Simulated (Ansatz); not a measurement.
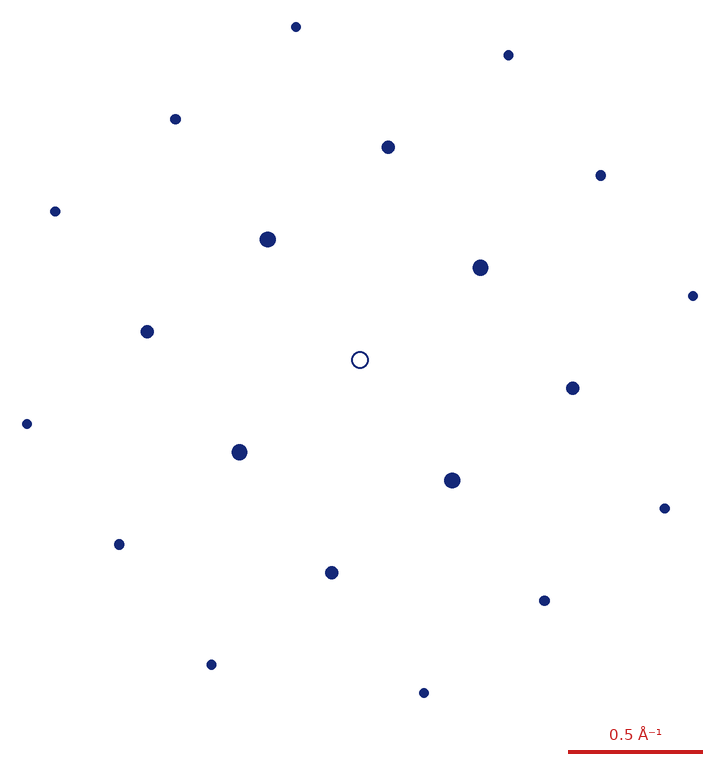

Kinematic zone-axis pattern, calculated for 200 keV electrons with B = 0.3 Å².

It belongs to Cu, space group Fm-3m (No. 225), a = 3.52 Å. Structure: the input geometry of an electronic-structure calculation (not necessarily at equilibrium).

```cif
data_structure
_symmetry_space_group_name_H-M 'Fm-3m'
_symmetry_Int_Tables_number 225
_cell_length_a 3.5176
_cell_length_b 3.5176
_cell_length_c 3.5176
_cell_angle_alpha 90.000
_cell_angle_beta 90.000
_cell_angle_gamma 90.000
_cell_volume 43.53
loop_
_atom_site_label
_atom_site_type_symbol
_atom_site_symmetry_multiplicity
_atom_site_Wyckoff_symbol
_atom_site_fract_x
_atom_site_fract_y
_atom_site_fract_z
_atom_site_occupancy
Cu1 Cu 4 a 0.00000 0.00000 0.00000 1
```

Measure the pattern against the scale bar and name the zone.

Answer. The spots form a square net with both shortest vectors at d = 1.76 Å, 90.0° apart. They index as 2 0 0 and 0 2 0, so the zone axis is [001] (or an equivalent direction of <001>).

Which reflections of this zone are missing, and why?

Answer. The lattice centring (F) removes all reflections that break h + k = 2n, h + l = 2n.
